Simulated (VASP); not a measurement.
Band structure of Be$_{3}$CdS$_{4}$ (ordered alloy cell). All values below come from PBE GGA, VASP's PBE PAW potentials (set 64) (plane waves; VASP).

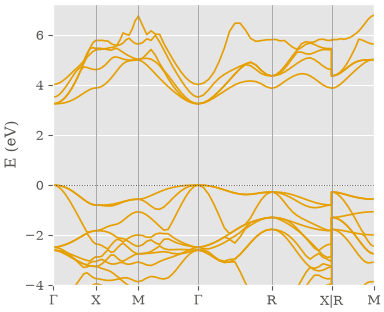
Bands along high-symmetry lines, zero at the valence-band maximum or, without a gap, the Fermi level

Q: Read the plot: is there a gap, and where are the band edges?

A: The gap is direct, 3.25 eV, from the valence maximum at Γ to the conduction minimum at Γ. (Edges off the drawn lines would not show.)

The structure was generated: Be3CdS4 was put into an ordered model structure (P-43m), which need not be its known phase. It was relaxed first.
